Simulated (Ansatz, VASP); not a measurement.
## Cross-check of BaTiO3 between VASP and Ansatz

Aim: how closely do two programs agree when they are given the same cell, functional and k mesh? The cell is taken from a series of VASP runs on this material, whose earlier steps may have relaxed, scaled or displaced it; both programs get it as it stands. Valence electrons are named where the data sets of a main pair hold unlike numbers.

Calculated with Ansatz 0.2.0; plane waves, with VASP 6.6.1 beside it; band structure at HSE06.

## (1) The starting structure

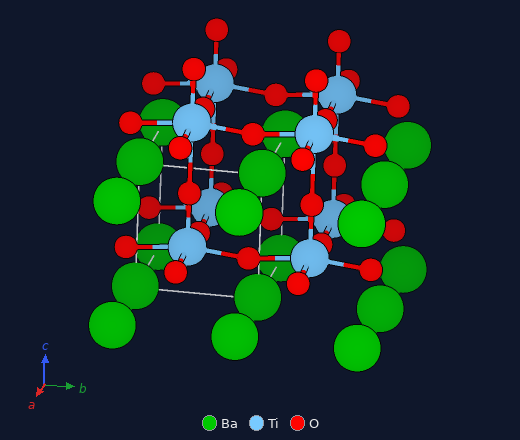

The starting structure, seen slightly off an axis (barium green, titanium blue, oxygen red). 2×2×2 cells are drawn. Some periodic images of atoms are drawn too.

## (2) Ansatz: band structure, HSE06

Ansatz runs on its default PAW (the set named soft_2) files.

The same path points are solved in both programs, so levels can be compared one by one.

The input, input.yaml:

```yaml
crystal:
  lattice:
    - [3.9987178624, 0.0, 0.0]
    - [0.0, 3.9987178624, 0.0]
    - [0.0, 0.0, 4.2173231794]
  atoms:
    - { symbol: Ba, position: [0.0, 0.0, 0.0129689622] }
    - { symbol: Ti, position: [0.5, 0.5, 0.5319687985] }
    - { symbol: O, position: [0.5, 0.5, 0.9627634873] }
    - { symbol: O, position: [0.5, 0.0, 0.484649376] }
    - { symbol: O, position: [0.0, 0.5, 0.484649376] }
hamiltonian:
  xc: { exchange: pbe, correlation: pbe, exx: { coeff: 0.25, omega: 0.2 } }
  pseudopotentials: { kind: paw }
kpoints:
  mp_grid: { grid: [4, 4, 3] }
  band_path:
    path:
      - [0.0, 0.0, 0.0]
      - [0.0, 0.4, 0.0]
      - [0.3, 0.5, 0.0]
      - [0.3, 0.3, 0.0]
      - [0.0, 0.0, 0.1]
      - [0.0, 0.0, 0.5]
      - [0.0, 0.4, 0.5]
      - [0.3, 0.5, 0.5]
      - [0.5, 0.5, 0.5]
      - [0.3, 0.3, 0.5]
      - [0.0, 0.5, 0.1]
      - [0.5, 0.5, 0.0]
      - [0.5, 0.5, 0.5]
    npoints: 1
scf:
  occupations: { method: gaussian, width: 0.05 }
  n_extra_bands: 8
output:
  forces: true
  stress: true
  eigenvalues: true
```

Command:

```bash
> ansatz run input.yaml --threads 4 --pin off --max-ram 9216MiB --backend cpu --events-out ev --progress --plain --runs-dir out
```

Numbers of over 12 decimals in the logs are rounded to 6 here.

The program printed:

```text
Warning: output.stress: scf.convergence.dr2_threshold = 1e-7 eV (the SCF's general default) is looser than the 5e-10 eV advised for a printed stress (1e-10 eV for each atom of the cell: 5). What an SCF threshold leaves in a stress goes as its square root, and in the free energy as the threshold itself, and one threshold admits the most on a small cell: [figures from the program's tests cut] Set scf.convergence.dr2_threshold to 5e-10 eV or tighter. The threshold is an SCF's pass mark: one that does not reach it within its budget of iterations ends unconverged, or closes short of it on a stop that the run arms, and scf.convergence.dr2_threshold's page says what that costs each kind of run
Warning: output.stress: scf.exx.energy_threshold = 1e-6 eV is looser than the 5e-8 eV advised for a stress under a hybrid functional (1e-8 eV for each atom of the cell: 5). Every SCF of the exchange loop can meet its threshold on dr2 while the loop round them stops early: no threshold on dr2 bounds what that leaves in the stress. Set scf.exx.energy_threshold to 5e-8 eV or tighter. The threshold is the loop's pass mark: a loop that does not reach it within its budget of cycles ends unconverged, and scf.exx.energy_threshold's page has the law
scf.n_extra_bands = 8 over 20 filled bands (N_el = 40.0): the run solves 28 bands
Engine: ansatz 0.2.0, aarch64-unknown-linux-gnu
Pseudopotentials: kind: paw
Pseudopotential: Ba, paw, valence charge 10, recommended cutoff 420 eV (normal), Ba.paw.azcp
Pseudopotential: Ti, paw, valence charge 12, recommended cutoff 420 eV (normal), Ti.paw.azcp
Pseudopotential: O, paw, valence charge 6, recommended cutoff 420 eV (normal), O.paw.azcp
Functional definition: unnamed
  parameter a_1 = 0.25
  parameter omega_1 = 0.2/angstrom
  exchange = pbe_x + (-a_1)*pbe_x_sr(omega_1) + a_1*exact_x_sr(omega_1)
  correlation = pbe_c
Crystal: 5 atoms, lattice volume = 67.434 Å³
Basis set: ecut = 420 eV, 1319 PW (Γ), exchange–correlation on 54×54×60 points (8 copies of the dense FFT grid, shifted against one another)
Bands: 28, of which v1, the nominal top of the filled ones, is band 20 counted from 1 (19 counted from 0)
Symmetry: 8 space group operations
Space group: P4mm (ITA 99), of the structure as read, at distance tolerance 4.1e-5 Å
k-points: 12 of 48 (time reversal used)
Non-local potential: Ba, projectors of the file, l = 0: 3, l = 1: 2, l = 2: 2, l = 3: 2
Non-local potential: Ti, projectors of the file, l = 0: 3, l = 1: 2, l = 2: 3, l = 3: 1
Non-local potential: O, projectors of the file, l = 0: 2, l = 1: 2, l = 2: 1
PAW form: soft (Blöchl's): semilocal exchange-correlation on the pseudo side does not see the compensation charge
PAW frozen core: Ba, regenerated for the run's functional, and the local potential with it (the file was generated under x = pbe(κ = 0.804, μ = 0.219515), c = pbe(β = 0.066725))
PAW frozen core: Ti, regenerated for the run's functional, and the local potential with it (the file was generated under x = pbe(κ = 0.804, μ = 0.219515), c = pbe(β = 0.066725))
PAW frozen core: O, regenerated for the run's functional, and the local potential with it (the file was generated under x = pbe(κ = 0.804, μ = 0.219515), c = pbe(β = 0.066725))
PAW one-centre angular grid: Ba, 194 points (default); XC on 64 Gauss nodes
PAW one-centre angular grid: Ti, 590 points (default); XC on 64 Gauss nodes
PAW one-centre angular grid: O, 110 points (default); XC on 96 Gauss nodes
Initial density: superposition of atomic densities (neutral atoms: chi_scale 0, normalization atom), corrected by the library's trained network
Initial wavefunctions: pseudopotential atomic-orbital guess
Functional: x = pbe(κ = 0.804, μ = 0.219515), c = pbe(β = 0.066725), warm-up for x = pbe(κ = 0.804, μ = 0.219515) + 0.25 (exact − pbe) at short range (hse, ω = 0.2 Å⁻¹), c = pbe(β = 0.066725)
SCF iter   1: F=—  HF=-10159.606571 eV  |F-HF|=—  |Δ(HF+E_count)|=         —  Δρ=1.58e-3  dr2=1.49e-3  ethr=1.77e-3  ⟨swp⟩=12.1  Hψ=1706  notcnv=1
preconditioner: auto → none  [insulator: Δε(μ)=1.804 eV  Ē_g=13.152 eV  σ=0.050 eV  W_gap=1.00  n_scr=18 (ndim 8)  ℏωp=25.6 eV  f_vac=0.000  D(μ)=0.00/eV (n_scr^D=0)]
iter 2 solved again at ethr=3.50e-7 eV; its pass at ethr=3.72e-6 eV (dr2=1.40e-4 eV) is discarded
SCF iter   2: F=-10159.607541 eV  HF=-10159.607426 eV  |F-HF|=1.15e-4  |Δ(HF+E_count)|=   8.55e-4  Δρ=5.73e-4  dr2=1.40e-4  ethr=3.50e-7  ⟨swp⟩=2.2  Hψ=1705  notcnv=0  defer=3
SCF 1 stopped early in 2 iterations: F = -10159.607541 eV  dr2 = 1.40e-4
  greatest PAW one-centre occupation: 0.999 electrons in one spin orbital (limit 2), on the Ti atom at site 1 (counted from 0), in its partial waves of l = 0
Initial density: handed on by an earlier stage of this run
Initial wavefunctions: those handed on with the density
Functional: x = pbe(κ = 0.804, μ = 0.219515) + 0.25 (exact − pbe) at short range (hse, ω = 0.2 Å⁻¹), c = pbe(β = 0.066725)
[...]
SCF iter   7: F=—  HF=-10163.439978 eV  |F-HF|=—  |Δ(HF+E_count)|=   1.40e-5  Δρ=2.64e-4  dr2=3.64e-5  ethr=1.98e-7  ⟨swp⟩=3.2  Hψ=615  notcnv=0
SCF iter   8: F=-10163.439983 eV  HF=-10163.439972 eV  |F-HF|=1.05e-5  |Δ(HF+E_count)|=   5.46e-6  Δρ=4.38e-5  dr2=1.13e-5  ethr=6.56e-8  ⟨swp⟩=3.2  Hψ=695  notcnv=0
SCF 2 stopped early in 8 iterations: F = -10163.439983 eV  dr2 = 1.13e-5
  Residual-converged pass: ⟨swp⟩=4.7  Hψ=1047  notcnv=0  max |occ|·‖R‖ = 6.5e-6 eV (tolerance 6.7e-6 eV)  dr2=1.11e-5  dr2_onsite=8.90e-8  max |Δocc| = 0.0e0
hybrid outer 1: dexx = +2.824e-2 eV, tail = 1.15e-4 eV
Exchange kernel: α = 0.2500, screened, ω = 0.2000 Å⁻¹, Wigner–Seitz truncation, v(0) = 1096.0245 eV·Å³, q-mesh 4×4×3, nearest image of the exchange supercell L = 12.65 Å, pair-density grid 24×24×24, without the augmentation charges, whose exchange is taken in its separable form by FFT convolution over the k-point mesh (sized by the pseudopotential files, 27×27×30 at the most), smooth part of the exact exchange by density-matrix convolution
Frozen-core exchange: fock
SCF iter   1: F=—  HF=-10163.439172 eV  |F-HF|=—  |Δ(HF+E_count)|=         —  Δρ=1.96e-4  dr2=2.47e-5  ethr=1.44e-6  ⟨swp⟩=4.1  Hψ=807  notcnv=0
preconditioner: auto → none  [insulator: Δε(μ)=3.291 eV  Ē_g=14.137 eV  σ=0.050 eV  W_gap=1.00  n_scr=18 (ndim 8)  ℏωp=24.8 eV  f_vac=0.000  D(μ)=0.00/eV (n_scr^D=0)]
SCF iter   2: F=—  HF=-10163.439168 eV  |F-HF|=—  |Δ(HF+E_count)|=   4.60e-6  Δρ=4.96e-5  dr2=1.09e-6  ethr=5.25e-8  ⟨swp⟩=3.6  Hψ=692  notcnv=0
SCF iter   3: F=—  HF=-10163.439170 eV  |F-HF|=—  |Δ(HF+E_count)|=   2.64e-6  Δρ=2.65e-5  dr2=2.48e-7  ethr=1.26e-9  ⟨swp⟩=4.2  Hψ=1052  notcnv=0
SCF iter   4: F=—  HF=-10163.439170 eV  |F-HF|=—  |Δ(HF+E_count)|=   5.57e-8  Δρ=5.68e-6  dr2=2.44e-8  ethr=4.37e-10  ⟨swp⟩=3.0  Hψ=640  notcnv=0
SCF iter   5: F=—  HF=-10163.439170 eV  |F-HF|=—  |Δ(HF+E_count)|=   6.31e-8  Δρ=7.08e-6  dr2=3.63e-8  ethr=3.50e-11  ⟨swp⟩=4.5  Hψ=979  notcnv=0  defer=2
SCF iter   6: F=-10163.439170 eV  HF=-10163.439170 eV  |F-HF|=9.48e-10  |Δ(HF+E_count)|=   7.84e-9  Δρ=1.20e-6  dr2=1.41e-9  ethr=3.50e-11  ⟨swp⟩=3.2  Hψ=669  notcnv=0  defer=2
SCF 3 converged in 6 iterations: F = -10163.439170 eV  dr2 = 1.41e-9
  Residual-converged pass: ⟨swp⟩=3.9  Hψ=848  notcnv=0  max |occ|·‖R‖ = 6.7e-7 eV (tolerance 7.0e-7 eV)  dr2=1.35e-9  dr2_onsite=8.97e-11  max |Δocc| = 0.0e0
hybrid outer 2: dexx = +2.516e-6 eV, tail = 5.38e-8 eV, Δε = 3.76e-3 eV (about 9.88e-5 eV left of the loop's levels), ΔF = 2.48e-2 eV/Å (tail 3.15e-3)
Exchange kernel: α = 0.2500, screened, ω = 0.2000 Å⁻¹, Wigner–Seitz truncation, v(0) = 1096.0245 eV·Å³, q-mesh 4×4×3, nearest image of the exchange supercell L = 12.65 Å, pair-density grid 24×24×24, without the augmentation charges, whose exchange is taken in its separable form by FFT convolution over the k-point mesh (sized by the pseudopotential files, 27×27×30 at the most), smooth part of the exact exchange by density-matrix convolution
Frozen-core exchange: fock
SCF iter   1: F=—  HF=-10163.439170 eV  |F-HF|=—  |Δ(HF+E_count)|=         —  Δρ=2.95e-6  dr2=3.34e-9  ethr=6.73e-10  ⟨swp⟩=6.8  Hψ=877  notcnv=0
preconditioner: auto → none  [insulator: Δε(μ)=3.287 eV  Ē_g=14.135 eV  σ=0.050 eV  W_gap=1.00  n_scr=18 (ndim 8)  ℏωp=24.8 eV  f_vac=0.000  D(μ)=0.00/eV (n_scr^D=0)]
SCF iter   2: F=-10163.439170 eV  HF=-10163.439170 eV  |F-HF|=3.78e-10  |Δ(HF+E_count)|=  6.62e-10  Δρ=1.18e-6  dr2=7.96e-10  ethr=5.95e-12  ⟨swp⟩=3.8  Hψ=755  notcnv=0
SCF 4 converged in 2 iterations: F = -10163.439170 eV  dr2 = 7.96e-10
  Residual-converged pass: ⟨swp⟩=3.8  Hψ=820  notcnv=0  max |occ|·‖R‖ = 6.2e-7 eV (tolerance 6.5e-7 eV)  dr2=8.08e-10  dr2_onsite=1.13e-10  max |Δocc| = 0.0e0
hybrid outer 3: dexx = +1.741e-9 eV, tail = 1.85e-9 eV, Δε = 1.24e-4 eV (about 2.65e-5 eV left of the loop's levels), ΔF = 1.93e-4 eV/Å (tail 5.18e-4)
NSCF: frozen V_eff on 13 k-points
hybrid SCF converged: 3 outer / 16 inner (+2 warm-up), last move |dexx| = 1.74e-9 eV, tail = 1.85e-9 eV
Stability not checked: this state was not tested for a lower state beside it, because the functional holds exact exchange (a hybrid, or Hartree-Fock), whose exchange loop this test does not read (fock_operator; see scf.lower_state_search)
Free energy (F): -10163.439170 eV
Frozen-core exchange: fock
Harris-Foulkes:  -10163.439170 eV  (|F-HF|=3.78e-10)
Internal energy: -10163.439170 eV  (E = F + TS)
E sigma→0 (E₀):  -10163.439170 eV
Fermi energy:    10.449103 eV
--- Per-component energies (eV) ---
  E_band       = -250.782418
  E_kinetic    = 969.374677
  E_local      = -2179.308870  (includes V_loc(G=0)·N_el)
  E_nonlocal   = 196.552004
  E_hartree    = 846.131219
  E_xc         = -393.984500
  E_vxc        = -434.800116  (∫ρ·V_xc dr)
  E_exx        = -117.340815  (= α·E_x^exact, valence–valence)
  E_paw        = -6726.855814  (= ΣΔE_a)
  E_vpaw       = -260.187603  (= ΣTr[D̂ρ^β])
  E_aug_tail   = 0.007316  (compensation charges beyond the density's cutoff)
  E_ewald      = -2757.614189
  E_core_change = -0.400199  (= ΣΔE_core)
  E_smearing   = -0.000000  (= −TS)
  E_closure    = 0.000000  (closes the sum)
  Σ components = -10163.439170   (vs F -10163.439170, Δ=-1.82e-12)
--- Forces (eV/Å), atoms counted from 1 ---
  atom   1  Ba    -0.00000000     0.00000000     0.05541523
  atom   2  Ti     0.00000000     0.00000000     0.50728999
  atom   3  O      0.00000000     0.00000000    -0.62238764
  atom   4  O     -0.00000000     0.00000000     0.02987166
  atom   5  O     -0.00000000     0.00000000     0.02987166
  max |Σ_I F_I| component: 6.09e-5 eV/Å
--- Stress (GPa, compression-positive) ---
       -6.600181       0.000000      -0.000000
        0.000000      -6.600181       0.000000
       -0.000000       0.000000      -6.607651
  P = ⅓ Tr σ = -6.6027 GPa (-66.027 kbar)
--- Band table (eV; the first three rows and the last of 12) ---
  k-point 0: bands = [... 16 lower, 7.4012, 7.8584, 8.2636, 8.2636, 12.0925, 12.7106, 12.7106, 14.2322, ... 4 higher]
  k-point 1: bands = [... 16 lower, 6.8903, 6.9452, 8.1131, 8.1131, 12.1748, 13.5566, 13.5566, 14.2310, ... 4 higher]
  k-point 2: bands = [... 16 lower, 7.1563, 7.3774, 7.6981, 7.8092, 12.7180, 13.0600, 13.0671, 14.3977, ... 4 higher]
  k-point 11: bands = [... 16 lower, 6.0191, 8.1054, 8.1054, 8.8052, 14.3177, 14.3177, 14.5684, 16.0629, ... 4 higher]
```

Wall time 57 s (4 threads of Arm Neoverse V1, shared host); peak memory 1.2 GiB.

The column dr2 measures how far the density is from self-consistency, as an energy; F and HF (Harris–Foulkes) agree once it is small.

(Part 1 of 2 ends here.)

[Lines on the potential files, build, host, timing and source positions are cut from VASP's logs without a mark.]

[Logs are printed without paths, hosts, clocks, repeated set-up lines and the standing remarks that a program may print on its own settings, such as how far it seeks lower states.]

[Hosts, paths, dates, database ids (printed as entryN), source tags and the programs' standing remarks are cut or masked in the printed files.]
